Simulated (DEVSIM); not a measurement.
Structure: abrupt Ge p-n junction, at 300 K.

| layer (left to right) | material | thickness (μm) | Nd (cm⁻³) | Na (cm⁻³) | τn (s) | τp (s) |
|---|---|---|---|---|---|---|
| 1 | Ge | 11.0 | - | 8.1e16 | 6.1e-7 | 6.1e-7 |
| 2 | Ge | 0.520 | 8.3e15 | - | 6.1e-7 | 6.1e-8 |

Left contact: ohmic. Right contact: ohmic. Voltage is applied to the left contact. Recombination: SRH at mid-gap, radiative. Mobility is μmin + (μ − μmin)/(1 + (N/Nref)^α).

This is a model device: material constants are rounded textbook-type values typed into the input, and sizes, dopings and lifetimes were drawn at random. Values at 300 K.

```
parameter           Ge
-------------  -------
gap (eV)         0.664
affinity (eV)        4
permittivity        16
Nc (cm⁻³)      1.04e19
Nv (cm⁻³)         6e18
μn (cm²/Vs)       3900
μp (cm²/Vs)       1900
μn,min             150
μp,min             100
Nref,n          2.6e17
Nref,p            4e17
αn                0.56
αp                 0.6
B (cm³/s)      6.4e-14
```

DEVSIM, 1D drift-diffusion, Boltzmann statistics, complete ionisation; no tunnelling, impact ionisation, image-force lowering or self-heating.

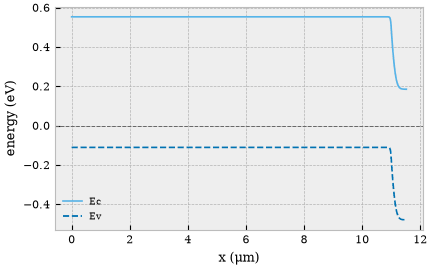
Band edges at zero bias

Energies count from the Fermi level of the right contact; mesh points crowd at the junctions.

```json
[
 {"x (μm)": "0.000", "Ec (eV)": "0.553", "Ev (eV)": "-0.111", "n (cm⁻³)": "5.4e9", "p (cm⁻³)": "8.1e16", "field (V/cm)": "≈ 0"},
 {"x (μm)": "0.02400", "Ec (eV)": "0.553", "Ev (eV)": "-0.111", "n (cm⁻³)": "5.4e9", "p (cm⁻³)": "8.1e16", "field (V/cm)": "≈ 0"},
 {"x (μm)": "0.07587", "Ec (eV)": "0.553", "Ev (eV)": "-0.111", "n (cm⁻³)": "5.4e9", "p (cm⁻³)": "8.1e16", "field (V/cm)": "≈ 0"},
 {"x (μm)": "0.1754", "Ec (eV)": "0.553", "Ev (eV)": "-0.111", "n (cm⁻³)": "5.4e9", "p (cm⁻³)": "8.1e16", "field (V/cm)": "≈ 0"},
 {"x (μm)": "0.4840", "Ec (eV)": "0.553", "Ev (eV)": "-0.111", "n (cm⁻³)": "5.4e9", "p (cm⁻³)": "8.1e16", "field (V/cm)": "≈ 0"},
 {"x (μm)": "0.9897", "Ec (eV)": "0.553", "Ev (eV)": "-0.111", "n (cm⁻³)": "5.4e9", "p (cm⁻³)": "8.1e16", "field (V/cm)": "≈ 0"},
 {"x (μm)": "2.083", "Ec (eV)": "0.553", "Ev (eV)": "-0.111", "n (cm⁻³)": "5.4e9", "p (cm⁻³)": "8.1e16", "field (V/cm)": "≈ 0"},
 {"x (μm)": "5.341", "Ec (eV)": "0.553", "Ev (eV)": "-0.111", "n (cm⁻³)": "5.4e9", "p (cm⁻³)": "8.1e16", "field (V/cm)": "≈ 0"},
 {"x (μm)": "8.141", "Ec (eV)": "0.553", "Ev (eV)": "-0.111", "n (cm⁻³)": "5.4e9", "p (cm⁻³)": "8.1e16", "field (V/cm)": "≈ 0"},
 {"x (μm)": "9.579", "Ec (eV)": "0.553", "Ev (eV)": "-0.111", "n (cm⁻³)": "5.4e9", "p (cm⁻³)": "8.1e16", "field (V/cm)": "≈ 0"},
 {"x (μm)": "10.33", "Ec (eV)": "0.553", "Ev (eV)": "-0.111", "n (cm⁻³)": "5.4e9", "p (cm⁻³)": "8.1e16", "field (V/cm)": "≈ 0"},
 {"x (μm)": "10.75", "Ec (eV)": "0.553", "Ev (eV)": "-0.111", "n (cm⁻³)": "5.4e9", "p (cm⁻³)": "8.1e16", "field (V/cm)": "≈ 0"},
 {"x (μm)": "10.89", "Ec (eV)": "0.553", "Ev (eV)": "-0.111", "n (cm⁻³)": "5.4e9", "p (cm⁻³)": "8.1e16", "field (V/cm)": "-59"},
 {"x (μm)": "10.96", "Ec (eV)": "0.547", "Ev (eV)": "-0.117", "n (cm⁻³)": "6.7e9", "p (cm⁻³)": "6.5e16", "field (V/cm)": "-3200"},
 {"x (μm)": "11.00", "Ec (eV)": "0.503", "Ev (eV)": "-0.161", "n (cm⁻³)": "3.7e10", "p (cm⁻³)": "1.2e16", "field (V/cm)": "-22000"},
 {"x (μm)": "11.02", "Ec (eV)": "0.452", "Ev (eV)": "-0.212", "n (cm⁻³)": "2.7e11", "p (cm⁻³)": "1.6e15", "field (V/cm)": "-22000"},
 {"x (μm)": "11.06", "Ec (eV)": "0.373", "Ev (eV)": "-0.291", "n (cm⁻³)": "5.6e12", "p (cm⁻³)": "7.8e13", "field (V/cm)": "-17000"},
 {"x (μm)": "11.14", "Ec (eV)": "0.267", "Ev (eV)": "-0.397", "n (cm⁻³)": "3.4e14", "p (cm⁻³)": "1.3e12", "field (V/cm)": "-10000"},
 {"x (μm)": "11.32", "Ec (eV)": "0.188", "Ev (eV)": "-0.476", "n (cm⁻³)": "7.2e15", "p (cm⁻³)": "6.1e10", "field (V/cm)": "-690"},
 {"x (μm)": "11.43", "Ec (eV)": "0.185", "Ev (eV)": "-0.479", "n (cm⁻³)": "8.1e15", "p (cm⁻³)": "5.4e10", "field (V/cm)": "-97"},
 {"x (μm)": "11.49", "Ec (eV)": "0.185", "Ev (eV)": "-0.479", "n (cm⁻³)": "8.3e15", "p (cm⁻³)": "5.3e10", "field (V/cm)": "-43"},
 {"x (μm)": "11.52", "Ec (eV)": "0.184", "Ev (eV)": "-0.480", "n (cm⁻³)": "8.3e15", "p (cm⁻³)": "5.3e10", "field (V/cm)": "-36"}
]
```
